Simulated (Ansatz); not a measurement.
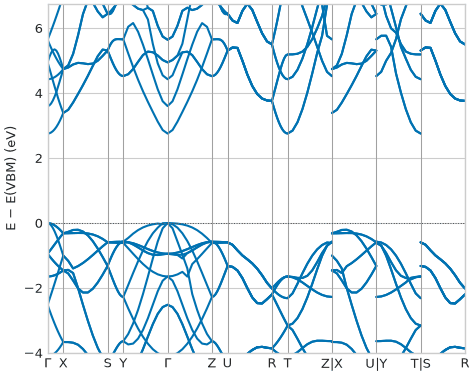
Fig. 1. Band structure from PBE in the plane-wave PAW code Ansatz

Read off the gap and where the band edges lie.

About 2.8 eV (2.76 eV by a search for the band edges); maximum at Γ, minimum at Γ.

Which compound is it?
A) BaS, rock salt
B) K2S, anti-fluorite
C) MgS, rock salt
D) BeS, zinc blende

C, MgS, rock salt

Space group Fm-3m (rock salt). The PBE relaxation kept the symmetry of its start. Point labels and valley counts follow the cell and symmetry of the run, lower than the named group.

Potentials: the later of the program's two PAW sets.
